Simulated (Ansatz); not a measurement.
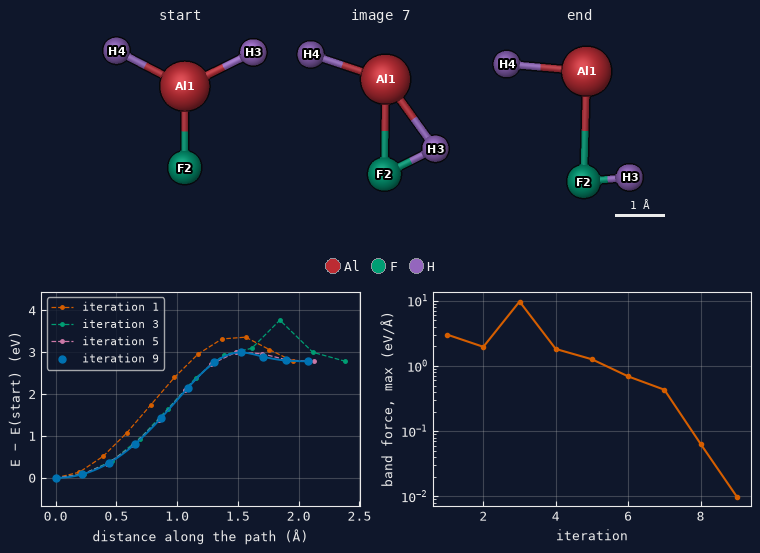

NEB run on AlH₂F. Images are numbered from 0 (start) to 10 (end). The plot follows the band through its iterations. Style: ball-and-stick. Shown face on.

The calculation used RKS PBE/def2-SVP in Ansatz 0.2.0.

The input:
```yaml
crystal:
  periodic: [false, false, false]
  atoms:
    - { symbol: Al, position_ang: [0.401447, 0.0, 0.170267] }
    - { symbol: F, position_ang: [0.44433, 0.0, 1.850889] }
    - { symbol: H, position_ang: [1.804289, 0.0, -0.581543] }
    - { symbol: H, position_ang: [-1.037965, 0.0, -0.508813] }
basis:
  gaussian: { orbitals: def2-SVP }
hamiltonian:
  xc: pbe
neb:
  order_check: false
  images: 9
  f_tol: 0.05
  max_iterations: 60
  initial_path: linear
  final_atoms:
    - { symbol: Al, position_ang: [0.08863631, 0.0, -0.82265708] }
    - { symbol: F, position_ang: [1.08456998, 0.0, 1.22533948] }
    - { symbol: H, position_ang: [1.88389657, 0.0, 0.70231058] }
    - { symbol: H, position_ang: [-1.44500185, 0.0, -0.17419298] }
```

Launched with:
```bash
ansatz run input.yaml --threads 1 --pin off --max-ram 2048MiB --backend cpu --events-out ev --progress --plain --runs-dir out
```

> Did the band converge, and can the barrier be trusted?

The run is converged, with reservations. The band converged in 9 iterations. The largest component of the band force went from 3 to 0.01 eV/Å. The climbing image converged on the top of the path. Its curvatures weren't checked. The straight starting path can push atoms close together and costs iterations. The first iteration put the highest image at 3.36 eV. Forward barrier 3.00 eV, backward barrier 0.21 eV, with image 7 at the top; the reaction energy is +2.78 eV.

Cost: 55 s on 1 thread of Arm Neoverse V1 (shared host), peak memory 0.086 GiB.
